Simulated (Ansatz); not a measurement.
**How far to go with shifted k-point meshes: NbRu (P4mm, 2 atoms in the cell)**

```xyz
2
Lattice="3.0687 0.0000 0.0000 0.0000 3.0687 0.0000 0.0000 0.0000 3.4421" Properties=species:S:1:pos:R:3 pbc="T T T"
Nb     0.0000     0.0000     0.0500
Ru     1.5344     1.5344     1.7211
```

Level of theory: LDA (PW92), default PAW files made with PBE (plane waves; Ansatz, a first-principles code).

Base settings: basis.ecutwfc = 30.9 Ry; kpoints.mp_grid.grid = 11 11 10; hamiltonian.xc = lda; hamiltonian.pseudopotentials = {kind: paw} (the program's default PAW files); scf.occupations.method = fermi_dirac; scf.occupations.width = 0.0073 Ry.

In this ladder: kpoints.mp_grid.shift = 0.5 0.5 0.5.

Only quantities that move along the ladder and can be compared are tabulated.

The count of work is k-points × plane waves × bands × iterations; it is no time. Core times come from one kind of shared machine, to one figure; runs under 30 s give none.

The starting cell comes from a database of computed structures (which also holds hypothetical and non-ambient phases and stackings), without a prior relaxation at this level. Its lattice was rescaled by up to half a per cent. One atom was moved a little off its site on purpose. Spin polarisation is off. In the base run, with a pressure of about -15 GPa the cell is away from its equilibrium volume at this level. Ansatz's pressure includes its estimate of the finite-basis (Pulay) stress.

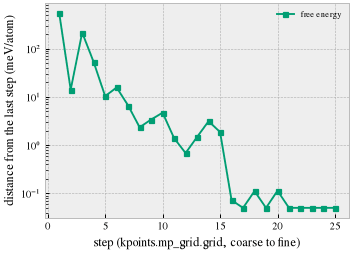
*Distance from the last step along the ladder; very small values are drawn at a floor.*

| kpoints.mp_grid.grid | free energy less the last step's (meV/atom) | pressure (GPa) | largest difference of a force vector from the last step's (eV/Å) | count of work / last | core time / last (rough) |
|---|---|---|---|---|---|
| 2 2 2 | -551.24 | -18.75 | 0.240 | 0.00043 | – |
| 3 3 2 | 14.10 | -13.53 | 0.223 | 0.0013 | – |
| 3 3 3 | 216.70 | -12.18 | 0.137 | 0.0026 | – |
| 4 4 3 | 52.90 | -12.90 | 0.030 | 0.0026 | – |
| 4 4 4 | 10.38 | -15.01 | 0.067 | 0.0022 | – |
| 5 5 4 | 15.72 | -14.92 | 0.070 | 0.0051 | – |
| 5 5 5 | -6.64 | -15.34 | 0.058 | 0.0077 | – |
| 6 6 5 | -2.35 | -14.97 | 0.083 | 0.0066 | – |
| 6 6 6 | 3.40 | -14.91 | 0.041 | 0.0066 | – |
| 7 7 6 | 4.71 | -14.86 | 0.038 | 0.011 | – |
| 8 8 7 | -1.40 | -14.82 | 0.048 | 0.015 | – |
| 8 8 8 | 0.69 | -14.70 | 0.044 | 0.015 | – |
| 9 9 8 | -1.48 | -14.95 | 0.023 | 0.022 | – |
| 10 10 9 | 3.13 | -14.86 | 0.002 | 0.027 | – |
| 11 11 10 | -1.87 | -14.94 | 0.004 | 0.038 | – |
| 13 13 11 | 0.07 | -14.85 | 0.006 | 0.061 | – |
| 14 14 12 | -0.01 | -14.89 | 0.001 | 0.061 | – |
| 15 15 14 | 0.11 | -14.89 | 0.001 | 0.092 | – |
| 17 17 15 | -0.02 | -14.89 | 0.002 | 0.13 | – |
| 19 19 17 | 0.11 | -14.89 | 0.000 | 0.18 | – |
| 21 21 19 | -0.02 | -14.90 | 0.000 | 0.24 | – |
| 23 23 21 | -0.01 | -14.89 | 0.000 | 0.31 | – |
| 26 26 23 | 0.02 | -14.89 | 0.000 | 0.40 | 0.3 |
| 28 28 25 | 0.00 | -14.89 | 0.000 | 0.50 | 0.3 |
| 32 32 28 | 0.00 | -14.89 | 0.000 | 0.70 | 0.4 |
| 35 35 31 | 0.00 | -14.89 | 0.000 | 1.0 | 1 |

Coarsest kpoints.mp_grid.grid that holds the forces within 0.02 eV/Å of the last step, with all finer ones: 10 10 9, at 0.027 of the last step's count of work; the step before is off by 0.023 eV/Å.

Coarsest kpoints.mp_grid.grid that holds the free energy within 0.5 meV/atom of the last step, with all finer ones: 13 13 11, at 0.061 of the last step's count of work; the step before is off by 1.9 meV/atom.

Coarsest kpoints.mp_grid.grid that holds the pressure within 0.5 GPa of the last step, with all finer ones: 4 4 4, at 0.0022 of the last step's count of work; the step before is off by 2.0 GPa.

Keys are those of Ansatz 0.2.
